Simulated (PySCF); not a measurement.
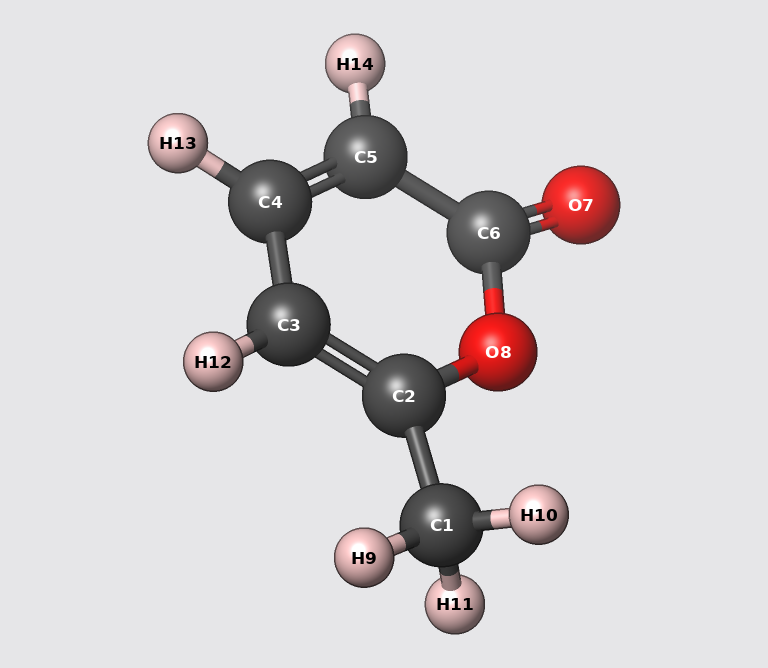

Computed geometry: PBE0-D3(BJ)/def2-SVP optimisation. No frequency run is at hand to confirm it as a minimum. Method: TDDFT CAM-B3LYP/def2-SVPD, vertical, gas phase, core orbitals frozen in the response (PySCF 2.14.0), and the same with a continuum solvent (IEF-PCM, Bondi radii x 1.2, gas-phase geometry).

How do dipole (D), HOMO–LUMO gap (eV), lowest singlet (eV) change in acetone (ε = 20.5), water (ε = 78.4)?

```csv
medium,dipole (D),HOMO–LUMO gap (eV),lowest singlet (eV)
gas phase,5.02,7.42,4.53
acetone,6.82,7.47,4.48
water,6.95,7.47,4.48
```
